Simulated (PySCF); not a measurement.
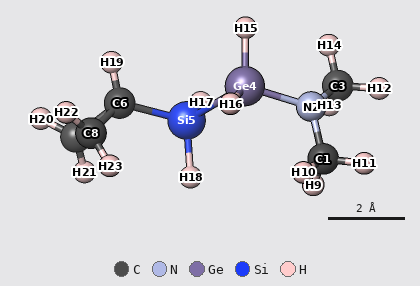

Fig. 1: The input geometry (ball-and-stick view, seen at a tilt; atoms are numbered from 1 in the order of the input). Sticks mark near contacts.

## C$_{5}$H$_{15}$GeNSi: NMR shielding calculation

The run: NMR shielding calculation of C$_{5}$H$_{15}$GeNSi, SMILES C[N](C)[GeH2][SiH2]C1CC1. Method and program: GIAO PBE0/pcSseg-1 NMR shielding, non-relativistic, gas phase (PySCF 2.14.0).

The geometry comes from this level: PBE0-D3(BJ)/def2-SVP. Figures and captions count atoms from 1; the log counts them from 0 in places.

**What the program printed**
```
coarse grid: 81928 points
cycle   1  E = -2619.7344590340  dE = -6.953e-02  |g| = 9.271e-01  |ddm| = 4.246e+00
cycle   2  E = -2619.6796800364  dE =  5.478e-02  |g| = 1.015e+00  |ddm| = 1.183e+00
cycle   3  E = -2619.8126782126  dE = -1.330e-01  |g| = 1.613e-01  |ddm| = 8.196e-01
cycle   4  E = -2619.8174165849  dE = -4.738e-03  |g| = 6.643e-02  |ddm| = 1.748e-01
cycle   5  E = -2619.8182218354  dE = -8.053e-04  |g| = 1.083e-02  |ddm| = 6.660e-02
cycle   6  E = -2619.8182495456  dE = -2.771e-05  |g| = 3.048e-03  |ddm| = 1.481e-02
cycle   7  E = -2619.8182515869  dE = -2.041e-06  |g| = 7.475e-04  |ddm| = 3.180e-03
final grid: 172576 points
cycle   8  E = -2619.8182440845  dE = -8.536e-09  |g| = 9.272e-04  |ddm| = 2.579e-03
cycle   9  E = -2619.8182439210  dE =  1.634e-07  |g| = 1.280e-03  |ddm| = 2.024e-03
cycle  10  E = -2619.8182442846  dE = -3.636e-07  |g| = 1.104e-04  |ddm| = 1.151e-03
cycle  11  E = -2619.8182442874  dE = -2.792e-09  |g| = 2.894e-05  |ddm| = 1.408e-04
cycle  12  E = -2619.8182442875  dE = -1.505e-10  |g| = 3.599e-06  |ddm| = 2.355e-05
```

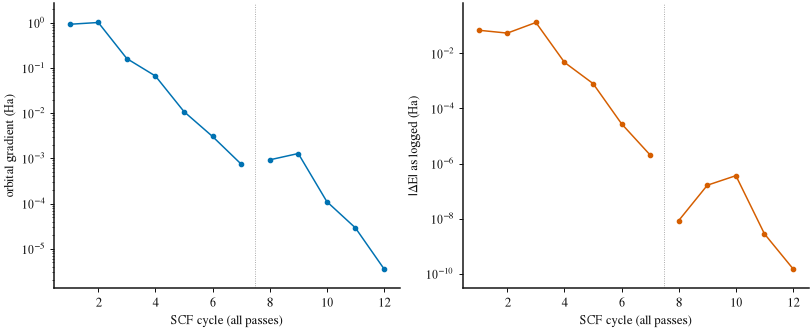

Fig. 2: Convergence of the self-consistent field: orbital gradient and size of the energy change against the SCF cycle. The dotted line marks the change from a coarse to the final integration grid. The first 7 cycles use a coarse grid, the final grid takes over at cycle 8, and the field converges after 12 cycles in all.

```
converged SCF energy = -2619.8182442875

GIAO shielding tensors (ppm)
atom      isotropic    diamagn.    paramagn.     s11        s22        s33       span
  0 C      141.280     247.398    -106.119    117.614    122.284    183.941     66.327
  1 N      252.803     331.637     -78.834    210.836    270.035    277.537     66.701
  2 C      141.038     244.342    -103.304    117.183    121.760    184.171     66.988
  3 Ge    1438.403    2762.463   -1324.060   1304.431   1337.154   1673.625    369.193
  4 Si     412.792     882.424    -469.631    372.749    389.037    476.591    103.841
  5 C      194.871     251.603     -56.732    167.361    185.704    231.548     64.188
  6 C      177.709     256.250     -78.541    147.889    173.012    212.225     64.336
  7 C      179.765     251.079     -71.314    150.364    175.089    213.841     63.477
  8 H       29.045      32.372      -3.327     23.854     27.954     35.327     11.472
  9 H       28.725      31.619      -2.894     23.936     26.984     35.255     11.319
 10 H       28.905      29.016      -0.112     24.200     25.939     36.575     12.375
 11 H       28.892      27.523       1.369     24.167     25.902     36.607     12.440
 12 H       29.024      30.718      -1.694     23.827     27.798     35.447     11.620
 13 H       28.679      29.599      -0.921     23.854     26.806     35.376     11.521
 14 H       26.604      31.771      -5.168     20.015     23.183     36.613     16.598
 15 H       26.580      32.185      -5.605     19.850     23.543     36.347     16.497
 16 H       26.869      30.750      -3.881     22.069     26.590     31.947      9.878
 17 H       27.864      31.786      -3.922     23.203     28.241     32.148      8.945
 18 H       31.875      30.908       0.966     24.165     28.962     42.497     18.332
 19 H       30.507      28.777       1.730     24.371     26.116     41.035     16.664
 20 H       30.954      31.130      -0.176     24.577     28.729     39.557     14.980
 21 H       30.644      29.064       1.580     25.160     25.872     40.900     15.740
 22 H       31.099      31.636      -0.538     25.392     28.799     39.105     13.713
```

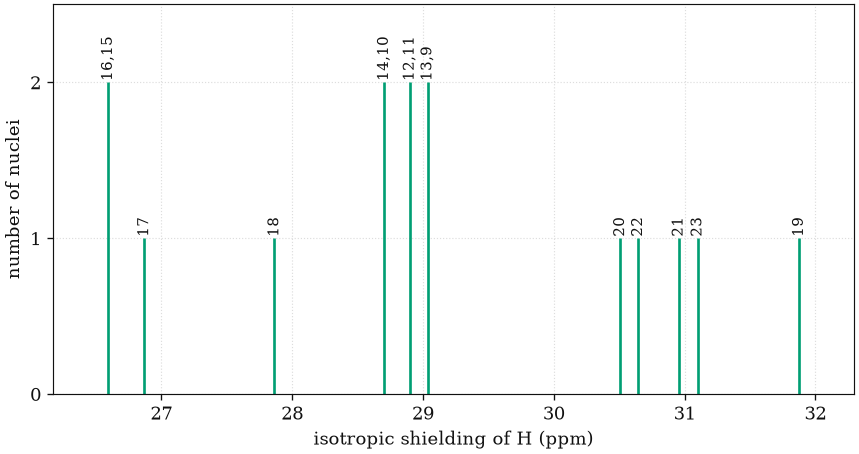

Fig. 3: Isotropic shieldings of the hydrogen nuclei in this fixed geometry, labelled by atom number; shielding grows to the right, so chemical shift grows to the left. The least shielded is H16 (26.6 ppm), the most shielded H19 (31.9 ppm).

This output came from the following input.

**The input**
```
{"job": {"kind": "nmr", "xc": "PBE0", "basis": "pcSseg-1"}, "charge": 0, "multiplicity": 1}
C      2.706126    -0.916385    -0.139066
N      2.390818    -0.065196     0.978678
C      3.014640     1.230739     0.908188
Ge     0.673311    -0.153698     1.660187
Si    -0.992833     0.751115     0.187927
C     -2.716368     0.490994     0.870034
C     -3.906899     0.357328    -0.049243
C     -3.404029    -0.841298     0.685119
H      2.371927    -0.514517    -1.121236
H      2.247348    -1.909739    -0.013126
H      3.799234    -1.068660    -0.209298
H      4.114621     1.125305     0.863431
H      2.711429     1.830974     0.021884
H      2.781534     1.823677     1.806501
H      0.708093     0.619534     2.996250
H      0.396779    -1.648964     1.927254
H     -0.718924     2.205854    -0.048454
H     -0.908765     0.051138    -1.136386
H     -2.916676     0.991369     1.824600
H     -4.850397     0.804920     0.275392
H     -3.737301     0.412372    -1.128986
H     -3.998360    -1.228405     1.517269
H     -2.886025    -1.617933     0.113075
```

The first line tells a small driver script what to run in PySCF; the rest is the geometry in Å.

**Key numbers**

| quantity | value |
| --- | --- |
| outcome | converged |
| total energy | −2619.818244 hartree |
| HOMO | −5.87 eV |
| LUMO | 0.10 eV |
| dipole moment | 0.85 D |
| isotropic shielding, C | 141.0 to 194.9 ppm |
| isotropic shielding, N | 252.8 ppm |
| isotropic shielding, Ge | 1438.4 ppm |
| isotropic shielding, Si | 412.8 ppm |
| isotropic shielding, H | 26.6 to 31.9 ppm |
| hardware | 1 CPU thread, shared host |
| wall time | 52 s |
| peak memory | 1.3 GiB |

**Notes**

Spin–orbit coupling is left out, which matters for the heavy atoms.
